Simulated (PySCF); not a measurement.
# [Tl(CN)]2+: other spin states, a change of charge and excitations

How does [Tl(CN)]2+ respond at fixed geometry? The runs cover other spin states, a change of charge and excitations. The species was built from a template and needn't be a known compound.

The runs use PySCF 2.14.0; PBE, Tl def2-SVP with ECP60, C def2-SVP, N def2-SVP; scalar-relativistic core potentials, no spin–orbit coupling.

2 further runs of the same task are left out: 1 for a known fault of the program, 1 that didn't finish.

**1. Where the work starts**

3 atoms, charge 2, spin multiplicity 1.

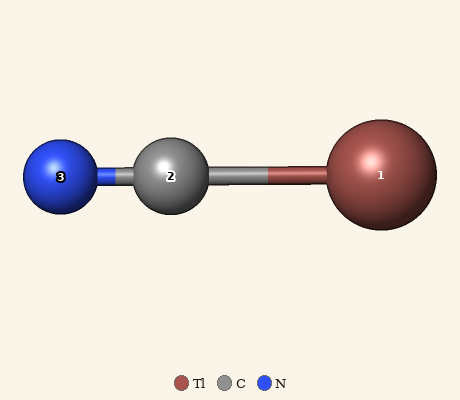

The structure; thallium brown, carbon grey, nitrogen blue; atoms are numbered from 1 in the order of the file.

As a file:

```xyz
3
charge 2, multiplicity 1
Tl    0.0000    0.0000   -0.3442
C     0.0000    0.0000    1.9148
N     0.0000    0.0000    3.0976
```

Formal oxidation states: Tl +3. An earlier session relaxed this geometry at PBE, Tl def2-SVP with ECP60, C def2-SVP, N def2-SVP (singlet, point group C∞v).

Its energy there is -264.231451 Eh.

**2. Multiplicity 3 at the relaxed geometry**

The input, run.py (the lines that set the calculation):

```python
mol = gto.M(atom='''
Tl     0.00000     0.00000    -0.34420
C      0.00000     0.00000     1.91480
N      0.00000     0.00000     3.09761''',
    basis={'Tl': 'def2-SVP', 'C': 'def2-SVP', 'N': 'def2-SVP'},
    ecp={'Tl': 'def2-SVP'},
    charge=2, spin=2)
mf = dft.UKS(mol, xc='PBE')
mf.grids.atom_grid = (50, 194)
mf = mf.density_fit()  # fitting sets: Tl def2-universal-JKFIT, C def2-universal-JKFIT, N def2-universal-JKFIT
mf.conv_tol = 1e-08; mf.max_cycle = 55
mf.kernel(dm0)  # dm0: free metal ions and neutral atoms
```

Command:

```bash
$ OMP_NUM_THREADS=2 python run.py
```

Output:

```text
init E= -267.069808020168
cycle= 1 E= -254.827232754652  delta_E= 12.2  |g|= 2.15  |ddm|= 4.43
  HOMO = -1.20226420251  LUMO = -1.19558638335  gap/eV = 0.18171
cycle= 2 E= -198.921680948504  delta_E= 55.9  |g|= 5.66  |ddm|=   15
cycle= 3 E= -243.699956946908  delta_E= -44.8  |g|= 5.45  |ddm|= 12.7
  HOMO = -0.828562294197  LUMO = -0.821077947649  gap/eV = 0.20366
cycle= 4 E= -248.433240301325  delta_E= -4.73  |g|= 3.78  |ddm|= 2.57
  HOMO = -0.901958675555  LUMO = -0.895327101015  gap/eV = 0.18045
cycle= 5 E= -252.670179649581  delta_E= -4.24  |g|= 3.76  |ddm|= 2.59
cycle= 6 E= -258.80526433435  delta_E= -6.14  |g|=  2.9  |ddm|= 1.73
cycle= 7 E= -260.975076277097  delta_E= -2.17  |g|=  1.9  |ddm|= 0.893
cycle= 8 E= -263.634554302574  delta_E= -2.66  |g|= 0.906  |ddm|= 2.35
cycle= 9 E= -263.180492589023  delta_E= 0.454  |g|= 1.41  |ddm|= 1.47
cycle= 10 E= -264.129470472847  delta_E= -0.949  |g|= 0.361  |ddm|= 1.56
cycle= 11 E= -264.158545832272  delta_E= -0.0291  |g|= 0.248  |ddm|= 1.09
cycle= 12 E= -264.189529262233  delta_E= -0.031  |g|= 0.119  |ddm|=  1.1
cycle= 13 E= -264.193287068252  delta_E= -0.00376  |g|= 0.0759  |ddm|= 0.0522
cycle= 14 E= -264.195767592467  delta_E= -0.00248  |g|= 0.0419  |ddm|= 0.0803
cycle= 15 E= -264.196672389365  delta_E= -0.000905  |g|= 0.00653  |ddm|= 0.0523
cycle= 16 E= -264.196697670745  delta_E= -2.53e-05  |g|= 0.00163  |ddm|= 0.00829
cycle= 17 E= -264.196700284328  delta_E= -2.61e-06  |g|= 0.000389  |ddm|= 0.00324
cycle= 18 E= -264.196700626472  delta_E= -3.42e-07  |g|= 0.000142  |ddm|= 0.00145
cycle= 19 E= -264.196700649074  delta_E= -2.26e-08  |g|= 2.88e-05  |ddm|= 0.000356
cycle= 20 E= -264.196700649646  delta_E= -5.72e-10  |g|= 4.1e-06  |ddm|= 5.16e-05
Extra cycle  E= -264.196700649651  delta_E= -4.77e-12  |g|= 1.01e-05  |ddm|= 2.89e-05
converged SCF energy = -264.196700649651  <S^2> = 2.0031804  2S+1 = 3.0021195
```

Wall time 1.8 s (2 threads of Arm Neoverse V1, shared host).

Result: E = -264.196701 Eh (+0.946 eV from the relaxed state), HOMO -20.86 eV, LUMO -22.11 eV (over both spins), ⟨S²⟩ = 2.003, Mulliken charge on Tl1 +1.33 e. An empty level of one spin lies below a filled level of the other.

**3. One electron removed, multiplicity 2**

Edit run.py (the lines that set the calculation) of step 2 so:

```diff
@@ -6,3 +6,3 @@
     ecp={'Tl': 'def2-SVP'},
-    charge=2, spin=2)
+    charge=3, spin=1)
 mf = dft.UKS(mol, xc='PBE')
@@ -11,2 +11,2 @@
 mf.conv_tol = 1e-08; mf.max_cycle = 55
-mf.kernel(dm0)  # dm0: free metal ions and neutral atoms
+mf.kernel(dm0)  # dm0: the density of the relaxed state
```

Command:

```bash
$ OMP_NUM_THREADS=2 python run.py
```

Output:

```text
init E= -264.236111356181
cycle= 1 E= -263.206382731984  delta_E= 1.03  |g|= 0.334  |ddm|= 0.563
  HOMO = -1.25889592253  LUMO = -1.2494563241  gap/eV = 0.25686
cycle= 2 E= -262.49153683458  delta_E= 0.715  |g|= 1.03  |ddm|= 1.96
  HOMO = -1.13649812367  LUMO = -1.13203982467  gap/eV = 0.12132
cycle= 3 E= -263.130227751161  delta_E= -0.639  |g|= 0.546  |ddm|= 1.27
  HOMO = -1.09743723027  LUMO = -1.08385015335  gap/eV = 0.36972
cycle= 4 E= -263.25220402708  delta_E= -0.122  |g|=  0.3  |ddm|= 1.32
  HOMO = -1.08081174669  LUMO = -1.0714562446  gap/eV = 0.25458
cycle= 5 E= -263.294685730653  delta_E= -0.0425  |g|= 0.0576  |ddm|= 0.37
  HOMO = -1.0834503803  LUMO = -1.07234938872  gap/eV = 0.30207
cycle= 6 E= -263.296847956632  delta_E= -0.00216  |g|= 0.0371  |ddm|= 0.155
  HOMO = -1.08644366058  LUMO = -1.07312344126  gap/eV = 0.36246
cycle= 7 E= -263.297598199284  delta_E= -0.00075  |g|= 0.0112  |ddm|= 0.0516
  HOMO = -1.08905982612  LUMO = -1.07326800334  gap/eV = 0.42972
cycle= 8 E= -263.297731112972  delta_E= -0.000133  |g|= 0.00898  |ddm|= 0.0633
  HOMO = -1.08945633587  LUMO = -1.07259530087  gap/eV = 0.45881
cycle= 9 E= -263.297810150813  delta_E= -7.9e-05  |g|= 0.00265  |ddm|= 0.0363
  HOMO = -1.09062551747  LUMO = -1.07280005686  gap/eV = 0.48506
cycle= 10 E= -263.297830586927  delta_E= -2.04e-05  |g|= 0.000708  |ddm|= 0.0272
  HOMO = -1.09093728618  LUMO = -1.07274181486  gap/eV = 0.49512
cycle= 11 E= -263.297832359148  delta_E= -1.77e-06  |g|= 0.000122  |ddm|= 0.0087
  HOMO = -1.09097089409  LUMO = -1.07273946571  gap/eV = 0.49610
cycle= 12 E= -263.297832399709  delta_E= -4.06e-08  |g|= 5.57e-05  |ddm|= 0.000943
  HOMO = -1.0909691841  LUMO = -1.07274408624  gap/eV = 0.49593
cycle= 13 E= -263.297832403122  delta_E= -3.41e-09  |g|= 3.17e-05  |ddm|= 0.000313
  HOMO = -1.09094976818  LUMO = -1.07273012557  gap/eV = 0.49578
Extra cycle  E= -263.297832374714  delta_E= 2.84e-08  |g|= 0.000208  |ddm|= 0.000466
converged SCF energy = -263.297832374714  <S^2> = 0.75805217  2S+1 = 2.008036
```

Wall time 1 s (2 threads of Arm Neoverse V1, shared host).

Read off: E = -263.297832 Eh (+25.405 eV from the relaxed state), HOMO -29.69 eV, LUMO -29.19 eV (over both spins), ⟨S²⟩ = 0.758, Mulliken charge on Tl1 +1.94 e. 

**4. One electron added, multiplicity 2**

Edit run.py (the lines that set the calculation) of step 3 so:

```diff
@@ -6,3 +6,3 @@
     ecp={'Tl': 'def2-SVP'},
-    charge=3, spin=1)
+    charge=1, spin=1)
 mf = dft.UKS(mol, xc='PBE')
```

Command:

```bash
$ OMP_NUM_THREADS=2 python run.py
```

Output:

```text
init E= -264.235563548433
  HOMO = -0.766200690222  LUMO = -0.758400237895  gap/eV = 0.21226
cycle= 1 E= -264.843281524992  delta_E= -0.608  |g|= 0.179  |ddm|= 1.17
  HOMO = -0.45856209235  LUMO = -0.427103419116  gap/eV = 0.85603
cycle= 2 E= -264.829207979645  delta_E= 0.0141  |g|= 0.22  |ddm|= 0.691
  HOMO = -0.501074020686  LUMO = -0.470260103798  gap/eV = 0.83849
cycle= 3 E= -264.856555672565  delta_E= -0.0273  |g|= 0.114  |ddm|= 0.527
  HOMO = -0.505595647327  LUMO = -0.472125176263  gap/eV = 0.91078
cycle= 4 E= -264.861817733244  delta_E= -0.00526  |g|= 0.102  |ddm|= 0.269
  HOMO = -0.506961282076  LUMO = -0.472753668727  gap/eV = 0.93084
cycle= 5 E= -264.866475901126  delta_E= -0.00466  |g|= 0.0129  |ddm|= 0.0807
  HOMO = -0.508109111646  LUMO = -0.472865074242  gap/eV = 0.95904
cycle= 6 E= -264.866567939928  delta_E= -9.2e-05  |g|= 0.0027  |ddm|= 0.0174
  HOMO = -0.508282087397  LUMO = -0.472685835991  gap/eV = 0.96862
cycle= 7 E= -264.866574919605  delta_E= -6.98e-06  |g|= 0.00107  |ddm|= 0.00687
  HOMO = -0.508287274729  LUMO = -0.472604252918  gap/eV = 0.97098
cycle= 8 E= -264.866576168837  delta_E= -1.25e-06  |g|= 0.000237  |ddm|= 0.00197
  HOMO = -0.508294947778  LUMO = -0.472601912835  gap/eV = 0.97126
cycle= 9 E= -264.866576291834  delta_E= -1.23e-07  |g|= 0.000119  |ddm|= 0.000805
  HOMO = -0.508295302957  LUMO = -0.472600565195  gap/eV = 0.97130
cycle= 10 E= -264.866576318458  delta_E= -2.66e-08  |g|= 5.02e-05  |ddm|= 0.000462
  HOMO = -0.508296196192  LUMO = -0.472601241012  gap/eV = 0.97131
cycle= 11 E= -264.866576320335  delta_E= -1.88e-09  |g|= 6.52e-06  |ddm|= 0.000109
  HOMO = -0.508295664438  LUMO = -0.472600503461  gap/eV = 0.97131
Extra cycle  E= -264.866576319472  delta_E= 8.63e-10  |g|= 4.07e-05  |ddm|= 6.01e-05
converged SCF energy = -264.866576319472  <S^2> = 0.75263282  2S+1 = 2.0026311
```

It took 0.9 s on 2 threads of Arm Neoverse V1, shared host.

Read off: E = -264.866576 Eh (-17.283 eV from the relaxed state), HOMO -13.83 eV, LUMO -12.86 eV (over both spins), ⟨S²⟩ = 0.753, Mulliken charge on Tl1 +0.95 e. 

**5. Singlet excitations, Tamm-Dancoff CAM-B3LYP**

Edit run.py (the lines that set the calculation) of step 4 so:

```diff
@@ -6,4 +6,4 @@
     ecp={'Tl': 'def2-SVP'},
-    charge=1, spin=1)
-mf = dft.UKS(mol, xc='PBE')
+    charge=2, spin=0)
+mf = dft.RKS(mol, xc='CAMB3LYP')
 mf.grids.atom_grid = (50, 194)
```

Command:

```bash
$ OMP_NUM_THREADS=2 python run.py
```

Output:

```text
init E= -264.178186399245
  HOMO = -0.894468502060837  LUMO = -0.703113486816029  gap/eV = 5.20704
cycle= 1 E= -264.179118644293  delta_E= -0.000932  |g|= 0.115  |ddm|= 0.351
  HOMO = -0.866444485016517  LUMO = -0.705627787729982  gap/eV = 4.37605
cycle= 2 E= -264.148203224452  delta_E= 0.0309  |g|= 0.38  |ddm|= 0.434
  HOMO = -0.882834469299038  LUMO = -0.705598191782325  gap/eV = 4.82284
cycle= 3 E= -264.182480186686  delta_E= -0.0343  |g|= 0.011  |ddm|= 0.348
  HOMO = -0.88563207667788  LUMO = -0.705926391118542  gap/eV = 4.89004
cycle= 4 E= -264.182535748714  delta_E= -5.56e-05  |g|= 0.00997  |ddm|= 0.0374
  HOMO = -0.883252032633054  LUMO = -0.705365681233699  gap/eV = 4.84053
cycle= 5 E= -264.182579659904  delta_E= -4.39e-05  |g|= 0.0025  |ddm|= 0.016
  HOMO = -0.882991777741681  LUMO = -0.705522061435659  gap/eV = 4.82920
cycle= 6 E= -264.182584634839  delta_E= -4.97e-06  |g|= 0.000507  |ddm|= 0.00784
  HOMO = -0.882818254369674  LUMO = -0.705506729974918  gap/eV = 4.82489
cycle= 7 E= -264.182584808267  delta_E= -1.73e-07  |g|= 6.23e-05  |ddm|= 0.00153
  HOMO = -0.882812301048248  LUMO = -0.705515129546608  gap/eV = 4.82450
cycle= 8 E= -264.182584810792  delta_E= -2.52e-09  |g|= 1.57e-05  |ddm|= 0.000171
  HOMO = -0.882809625823128  LUMO = -0.705512142217829  gap/eV = 4.82451
Extra cycle  E= -264.182584810588  delta_E= 2.04e-10  |g|= 3.63e-05  |ddm|= 4.56e-05
converged SCF energy = -264.182584810588
```

Run time: 6.3 s. Hardware: 2 threads of Arm Neoverse V1, shared host.

It gives: E = -264.182585 Eh, HOMO -24.02 eV, LUMO -19.20 eV, Mulliken charge on Tl1 +1.56 e. 

Singlet excitations:

| state | energy (eV) | oscillator strength |
| --- | --- | --- |
| 1 | 0.72 | 0.0010 |
| 2 | 0.72 | 0.0010 |
| 3 | 3.67 | 0.3083 |
| 4 | 6.51 | 0.0000 |
| 5 | 6.76 | 0.0000 |
| 6 | 6.76 | 0.0000 |
| 7 | 7.19 | 0.3749 |
| 8 | 8.04 | 0.0156 |

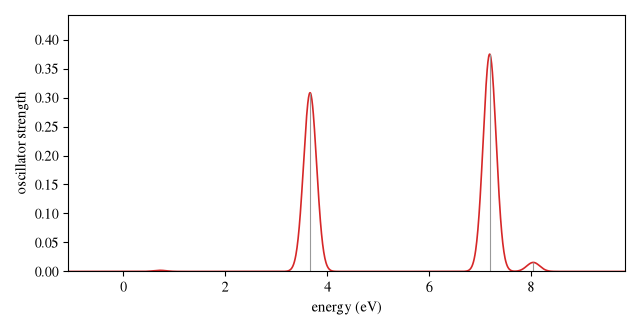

Absorption from the eight lowest singlets. Lines are broadened to a width of 0.30 eV (Gaussian).

**6. Results**

| state | energy from the relaxed state (eV) | ⟨S²⟩ | time |
| --- | --- | --- | --- |
| charge +2, singlet, vacuum (relaxed) | 0 | 0.00 |  |
| charge +1, doublet, vacuum | -17.28 | 0.75 | 0.9 s |
| charge +2, triplet, vacuum | 0.95 | 2.00 | 1.8 s |
| charge +3, doublet, vacuum | 25.41 | 0.76 | 1 s |

An electron taken off or put on is at rest in vacuum. 

In the excitation run (CAM-B3LYP), the lowest singlet lies at 0.72 eV (gaps between orbitals at other levels can't be set against it), and the brightest of the eight at 7.19 eV (f = 0.375); spin–orbit coupling would mix in triplets. Removing an electron vertically costs 25.41 eV (doublet), against −HOMO = 21.51 eV. Adding an electron vertically releases 17.28 eV (doublet). The triplet lies 0.95 eV above at this geometry. The bases are small and lack diffuse functions. Spin–orbit coupling is left out.
